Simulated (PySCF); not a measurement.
# C2H5FO2Si2: the cost of one run

Computed with PySCF 2.14.0, with density-fitted response routines of our own, on a single molecule in the gas phase. Atoms count from 0, in the outputs and in this text.

### Step 1. The molecule as given

12 atoms, charge 0, multiplicity 1; geometry from: GFN2-xTB.

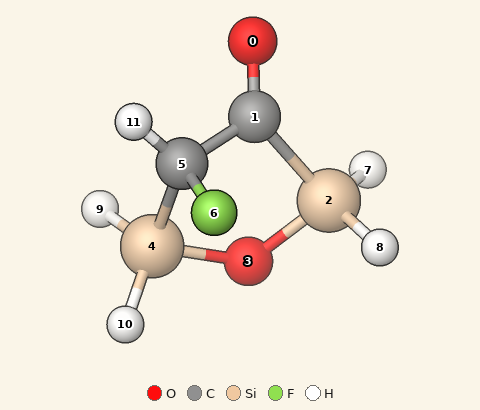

As it starts; oxygen red, carbon grey, silicon light orange, fluorine green, hydrogen white, atoms numbered.

### Step 2. Ultraviolet spectrum: B3LYP/def2-SVPD

Job settings and geometry (Å):

```
{"job": {"kind": "uv", "xc": "B3LYP", "basis": "def2-SVPD", "nstates": 8, "ntriplets": 3}, "charge": 0, "multiplicity": 1}
O     -0.724893     1.100999     2.019077
C     -0.575049     0.766502     0.868825
Si    -1.561906    -0.585151    -0.094624
O     -0.187070    -1.393218    -0.536059
Si     1.292314    -0.717180    -0.369992
C      0.681873     1.059919     0.086439
F      0.326365     1.617307    -1.139802
H     -2.274980    -1.477607     0.800471
H     -2.217228    -0.098977    -1.296130
H      1.983524    -1.353147     0.740682
H      1.908296    -0.687071    -1.683460
H      1.349953     1.766937     0.578545
```

Level: TDDFT B3LYP/def2-SVPD, vertical, gas phase, core orbitals frozen in the response.

On the command line:

```
$ OMP_NUM_THREADS=1 python probes_run.py task.json out
```

One launch serves the whole session: the jobs run in the order shown.

Q: Estimate the wall time and peak memory of this job on 1 thread of Arm Neoverse V2, shared host.

About 36 s, with a peak of 0.74 GiB.
